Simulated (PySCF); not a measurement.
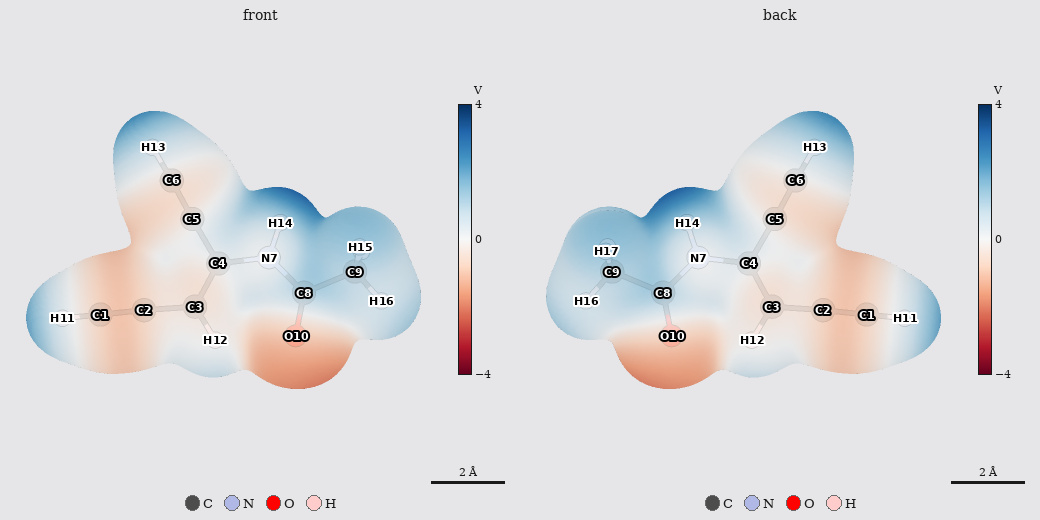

C₈H₇NO. The electrostatic potential painted on the density surface at 0.004 e/bohr³, seen from the front and from behind; red is negative and blue positive.

Geometry: GFN2-xTB.

Computed with PBE0/pcSseg-1, SCF density, gas phase, non-relativistic in PySCF.

```yaml
atoms:
  - { symbol: C, position_ang: [2.5819, 2.8525, -1.0693] }
  - { symbol: C, position_ang: [1.6631, 2.0871, -0.9429] }
  - { symbol: C, position_ang: [0.5720, 1.2139, -0.8304] }
  - { symbol: C, position_ang: [0.5172, 0.2497, 0.1108] }
  - { symbol: C, position_ang: [1.5677, 0.0662, 1.0448] }
  - { symbol: C, position_ang: [2.4349, -0.1222, 1.8539] }
  - { symbol: N, position_ang: [-0.5433, -0.6523, 0.2739] }
  - { symbol: C, position_ang: [-1.6974, -0.7386, -0.4516] }
  - { symbol: C, position_ang: [-2.6005, -1.8512, 0.0397] }
  - { symbol: O, position_ang: [-1.9737, -0.0143, -1.3794] }
  - { symbol: H, position_ang: [3.3842, 3.5188, -1.1773] }
  - { symbol: H, position_ang: [-0.2373, 1.3400, -1.5332] }
  - { symbol: H, position_ang: [3.2096, -0.2608, 2.5475] }
  - { symbol: H, position_ang: [-0.4176, -1.3107, 1.0299] }
  - { symbol: H, position_ang: [-2.8784, -1.6797, 1.0777] }
  - { symbol: H, position_ang: [-3.4984, -1.8765, -0.5706] }
  - { symbol: H, position_ang: [-2.0910, -2.8099, -0.0335] }
```

Question: Which sites attract a positive test charge, and which a negative one?

Answer: A positive charge is drawn to the negative regions and a negative charge to the positive ones. The most negative region (about −1.9 V, or −44 kcal/mol for a unit charge) lies over O10, the most positive (about +3.0 V, or +69 kcal/mol for a unit charge) over H14. O10 is the likeliest acceptor of a hydrogen bond.
